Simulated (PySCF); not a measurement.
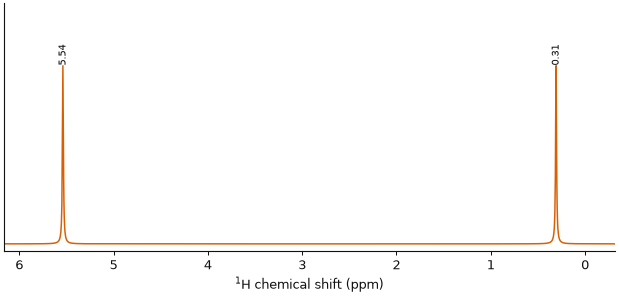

GIAO shifts, PBE0/pcSseg-1, PySCF, at a PBE0-D3(BJ)/def2-SVP geometry (no frequency check), against TMS for ¹H computed at the same level. Gas phase, fully decoupled, line heights follow the number of nuclei, widths are arbitrary (no quadrupolar broadening); values of one conformer, averaged over methyl-type rotors and exact or near symmetry. Protons on N, O or S are those of the isolated molecule, without hydrogen bonds to neighbours or exchange.

Which structure fits the spectrum?
A. C₉H₇N, SMILES c1ccc2ncccc2c1
B. CH₂F₃OSi⁻, SMILES O[SiH-]C(F)(F)F
C. C₈H₈Si, SMILES C1=Cc2ccccc2[SiH2]1
D. C₆H₆O₂ (resorcinol), SMILES Oc1cccc(O)c1

B. Its ¹H signals: 5.54 (1 H), 0.31 (1 H) ppm.

Note: an anion in a basis that has no diffuse functions.
